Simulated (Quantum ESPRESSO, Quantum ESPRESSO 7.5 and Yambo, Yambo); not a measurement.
# Excitons of TePb (Fm-3m) on ever denser meshes

How far does the k mesh set the exciton binding of TePb (Fm-3m)?

Calculated with Quantum ESPRESSO 7.5 and Yambo 5.3.0; PBE and many-body steps on it, plane waves.

**1. The structure**

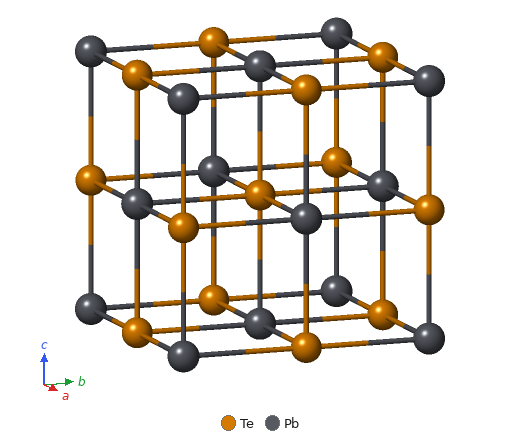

The starting structure, seen slightly off an axis (tellurium orange, lead dark grey). This picture shows the conventional cell, with its axes. Some periodic images of atoms are drawn too.

The cell and positions come from the Crystallography Open Database and are kept as given unless a step says otherwise. Spin-orbit coupling is left out unless a step names it.

**2. Empty states on the mesh, 4×4×4 mesh, 122 bands**

This step: Quantum ESPRESSO 7.5; DFT, PBE, plane waves, norm-conserving pseudopotentials.

The sums over transitions need many empty states on a uniform mesh; this step solves for them.

File pw.in:

```
&control
  calculation = 'nscf'
  prefix = 'x'
  outdir = 'o'
  pseudo_dir = 'pseudo'
/
&system
  ibrav = 0
  nat = 2
  ntyp = 2
  ecutwfc = 88.0
  nbnd = 122
  force_symmorphic = .true.
/
&electrons
  conv_thr = 1e-9
  electron_maxstep = 80
  diago_full_acc = .true.
  diago_thr_init = 5e-6
/
ATOMIC_SPECIES
  Te 127.6 Te.upf
  Pb 207.2 Pb.upf
CELL_PARAMETERS angstrom
  -0.0000000000 3.2310000000 3.2310000000
  3.2310000000 0.0000000000 3.2310000000
  3.2310000000 3.2310000000 0.0000000000
ATOMIC_POSITIONS crystal
  Te 0.5000000000 0.5000000000 0.5000000000
  Pb 0.0000000000 0.0000000000 0.0000000000
K_POINTS automatic
  4 4 4 0 0 0
```

Run with:

```sh
$ OMP_NUM_THREADS=1 mpirun -n 4 pw.x -nk 4 -in pw.in > pw.out
```

Output:

```text
Program PWSCF v.7.5 starts

     This program is part of the open-source Quantum ESPRESSO suite
     for quantum simulation of materials; please cite
         "P. Giannozzi et al., J. Phys.:Condens. Matter 21 395502 (2009);
         "P. Giannozzi et al., J. Phys.:Condens. Matter 29 465901 (2017);
         "P. Giannozzi et al., J. Chem. Phys. 152 154105 (2020);
     in publications or presentations arising from this work. More details at

     Atomic positions and unit cell read from directory:
     o/x.save/

     Message from routine setup:
[...]
-148.2927-129.0558 -98.3157 -98.3157 -98.3157 -70.7414 -70.7414 -70.7414
[...]
50.5798  50.7816  50.7900  51.1803  51.1803  53.0529  53.0529  53.1884
     [... 4 further rows ...]
    72.5589  73.1730  73.1730  73.9039  75.3660  75.3660  75.4146  76.2498
    76.8138  76.8141

          k = 0.3536 0.0000 0.0000 (  6374 PWs)   bands (ev):

     [... further k-points ...]

     highest occupied, lowest unoccupied level (ev):    10.5849   11.3227

     XML data file, pseudopotentials, collected wavefunctions

=------------------------------------------------------------------------------=
   JOB DONE.
=------------------------------------------------------------------------------=
```

Wall time 19 s (4 MPI ranks of Arm Neoverse V1, shared host); peak memory 0.5 GiB; 77 s of CPU time.

Numbers from this step:

```
gap                                                           : 0.7378 eV
k of the valence top                                          : 0, 0, -0.5
k of the conduction bottom                                    : 0, 0, -0.5
least direct gap                                              : 0.7378 eV
k points computed                                             : 8
lowest point of the top converged band, above the valence top : 63.8425 eV
```

On this mesh the gap is 0.738 eV.

The density comes from a self-consistent run that is not shown.

**3. Conversion and set-up**

This step: Yambo 5.3.0; conversion and set-up on PBE, plane waves, norm-conserving pseudopotentials.

The states are converted to the many-body program's format and the q mesh is built.

Run with:

```sh
$ (cd o/x.save; p2y > p2y.log; mv SAVE ../..); yambo > setup.log
```

Output:

```text
 Yambo, version 5.3.0

 [02] CORE Variables Setup
 =========================

  [02.01] Unit cells
  ==================

  Cell kind             :  FCC
  Atoms in the cell     :  Te  Pb
  number of Te atoms    :  1
  number of Pb atoms    :  1

  List of atomic masses
  Mass of Te    :  127.6000
  Mass of Pb    :  207.2000

  List of atomic coordinates    : [cc]
  Te1       :  6.105705  6.105705  6.105705  order 1
  Pb1       :  0.000000  0.000000  0.000000  order 2

  Alat factors          :  6.105705  6.105705  6.105705 [a.u.]
  Direct lattice volume :  455.2369 [a.u.]
[...]
==========================================

 IBZ Q-points                                      :   8
 BZ  Q-points                                      :   64

 K/Q-points units:
 rlu = crystal or reduced units; cc = cartesian coordinates; iku = interal k-units

 Q [1]          [rlu]:  0.000000  0.000000  0.000000
 Q [2]          [rlu]:  0.12654E-17  0.12654E-17  0.25000
 Q [3]          [rlu]: -0.25308E-17 -0.25308E-17 -0.50000
[...]
Q [7]          [rlu]: -0.14476E-16 -0.50000     -0.50000
 Q [8]          [rlu]:  0.250000 -0.500000 -0.250000

  [03.01] X indexes
  =================

   [03.01.01] Sigma indexes
   ========================

 [06] Game Over & Game summary
```

Elapsed: 3.5 s, on 1 MPI rank; peak memory 0.26 GiB.

**4. Screening and self-energy, 4×4×4 mesh, 122 bands, screening to 149.7 eV**

Now the one-shot GW correction: screening in the RPA, then the self-energy of the levels asked for.

This step: G0W0 on PBE, plane waves, norm-conserving pseudopotentials.

File gw1.in:

```
HF_and_locXC
gw0
dyson
ppa
em1d
rim_cut
RandQpts= 1000000
RandGvec= 1 RL
EXXRLvcs= 88 Ry
VXCRLvcs= 352 Ry
Chimod= "HARTREE"
% BndsRnXp
 1 | 122 |
%
NGsBlkXp= 11 Ry
% LongDrXp
 1 | 1 | 1 |
%
% GbndRnge
 1 | 122 |
%
DysSolver= "n"
ExtendOut
PPAPntXp= 27.21138 eV
% QPkrange
 3 | 3 | 22 | 25 |
 1 | 1 | 22 | 25 |
%
```

Run with:

```sh
$ OMP_NUM_THREADS=1 mpirun -n 4 yambo -F gw1.in -J gw1 -C gw1 > gw1.log
```

Output:

```text
 Yambo, version 5.3.0

 [02] CORE Variables Setup
 =========================

  [... cell, symmetries and grids as in the set-up ...]

  [02.05] Energies & Occupations
  ==============================

  [X] === General ===
  [X] Electronic Temperature                        :  0.000000  0.000000 [eV K]
  [X] Bosonic    Temperature                        :  0.000000  0.000000 [eV K]
  [X] Finite Temperature mode                       : no
  [X] El. density                                   :  0.68189E+24 [cm-3]
[...]
QP @ state[ 1 ] b range                          :  22  25
   QP @ state[ 2 ] K range                          :  3  3
   QP @ state[ 2 ] b range                          :  22  25
   GF energies kind                                 : Perdew, Burke & Ernzerhof(X)+Perdew, Burke & Ernzerhof(C)
   GF WF`s kind                                     : Perdew, Burke & Ernzerhof(X)+Perdew, Burke & Ernzerhof(C)
   Xs energies kind                                 : Perdew, Burke & Ernzerhof(X)+Perdew, Burke & Ernzerhof(C)
   Xs WF`s kind                                     : Perdew, Burke & Ernzerhof(X)+Perdew, Burke & Ernzerhof(C)

 [11] Game Over & Game summary
```

Run time: 3.4 min. Hardware: 4 MPI ranks; peak memory 2.3 GiB; 14 min of CPU time.

This step gave:

| Item | Value |
| --- | --- |
| G0W0 gap on the points computed | 0.8679 eV |
| starting gap on the mesh | 0.7378 eV |
| k of the valence top | 0, 0, -0.5 |
| k of the conduction bottom | 0, 0, -0.5 |
| least direct G0W0 gap on the computed points | 0.8679 eV |

The gap on the mesh goes from 0.74 eV to 0.87 eV, a correction of +0.13 eV.

The gap opens by 0.130 eV; the next steps shift the empty bands rigidly by 0.130 eV. The exciton steps add spin-orbit coupling, which this shift does not hold.

**5. Empty states on the mesh, 4×4×4 mesh, 76 bands**

This step: Quantum ESPRESSO 7.5; DFT, PBE with spin-orbit coupling, plane waves, norm-conserving pseudopotentials.

Changes to pw.in since step 2:

```diff
@@ -11,4 +11,6 @@
   ecutwfc = 88.0
-  nbnd = 122
+  nbnd = 76
   force_symmorphic = .true.
+  noncolin = .true.
+  lspinorb = .true.
 /
```

Run with:

```sh
$ OMP_NUM_THREADS=1 mpirun -n 4 pw.x -nk 4 -in pw.in > pw.out
```

Output:

```text
[banner, memory and clock lines left out]
Program PWSCF v.7.5 starts

     Atomic positions and unit cell read from directory:
     o/x.save/

     Message from routine setup:
     using ibrav=0 with symmetry is DISCOURAGED, use correct ibrav instead

     G-vector sticks info

     bravais-lattice index     =            0
     lattice parameter (alat)  =       8.6348  a.u.
     unit-cell volume          =     455.2369 (a.u.)^3
     number of atoms/cell      =            2
     number of atomic types    =            2
     number of electrons       =        46.00
[...]
29.6391  29.6391  30.1833  30.1833

          k =-0.3536-0.3536 0.3536 (  6322 PWs)   bands (ev):

  -148.2434-148.2434-128.4499-128.4499-105.0585-105.0585 -95.3495 -95.3495
[...]
19.9824  19.9824  20.0995  20.0995  21.2018  21.2018  21.2167  21.2167
    25.1157  25.1157  25.6568  25.6568  26.8263  26.8263  27.1499  27.1499
    27.1786  27.1786  27.3615  27.3615

          k = 0.3536 0.0000 0.0000 (  6374 PWs)   bands (ev):

     [... further k-points ...]

     highest occupied, lowest unoccupied level (ev):    10.5775   10.6669

     XML data file, pseudopotentials, collected wavefunctions
```

The job ended after 15 s (4 MPI ranks; peak memory 0.61 GiB).

This step gave:

* gap: 0.08936 eV
* k of the valence top: 0, 0, -0.5
* k of the conduction bottom: 0, 0, -0.5
* least direct gap: 0.08936 eV
* k points computed: 8
* lowest point of the top converged band, above the valence top: 15.85 eV

On this mesh the gap is 0.089 eV.

The density comes from a self-consistent run that is not shown, made with spin-orbit coupling and fully relativistic files.

**6. Conversion and set-up**

This step: Yambo 5.3.0; conversion and set-up on PBE with spin-orbit coupling, plane waves, norm-conserving pseudopotentials.

Run with:

```sh
$ (cd o/x.save; p2y > p2y.log; mv SAVE ../..); yambo > setup.log
```

Output:

```text
 Yambo, version 5.3.0

 [02] CORE Variables Setup
 =========================

  [02.01] Unit cells
  ==================

  Cell kind             :  FCC
  Atoms in the cell     :  Te  Pb
  number of Te atoms    :  1
  number of Pb atoms    :  1

  List of atomic masses
  Mass of Te    :  127.6000
  Mass of Pb    :  207.2000

  List of atomic coordinates    : [cc]
  Te1       :  6.105705  6.105705  6.105705  order 1
  Pb1       :  0.000000  0.000000  0.000000  order 2

  Alat factors          :  6.105705  6.105705  6.105705 [a.u.]
  Direct lattice volume :  455.2369 [a.u.]
[...]
==========================================

 IBZ Q-points                                      :   8
 BZ  Q-points                                      :   64

 K/Q-points units:
 rlu = crystal or reduced units; cc = cartesian coordinates; iku = interal k-units

 Q [1]          [rlu]:  0.000000  0.000000  0.000000
 Q [2]          [rlu]:  0.12654E-17  0.12654E-17  0.25000
 Q [3]          [rlu]: -0.25308E-17 -0.25308E-17 -0.50000
[...]
Q [7]          [rlu]: -0.14476E-16 -0.50000     -0.50000
 Q [8]          [rlu]:  0.250000 -0.500000 -0.250000

  [03.01] X indexes
  =================

   [03.01.01] Sigma indexes
   ========================

 [06] Game Over & Game summary
```

Wall time 4 s (1 MPI rank); peak memory 0.26 GiB.

(Continued in part 2 of 3.)

[Paths, hosts, dates, memory and timing lines, banners, echoed tables and standing remarks are left out of the program output.]

[Logs are printed without paths, hosts, clocks, repeated set-up lines and the standing remarks that a program may print on its own settings, such as how far it seeks lower states.]

[Runs of the session that timed out or met a known fault of the program may be left out.]

[Hosts, paths, dates, database ids (printed as entryN), source tags and the programs' standing remarks are cut or masked in the printed files.]
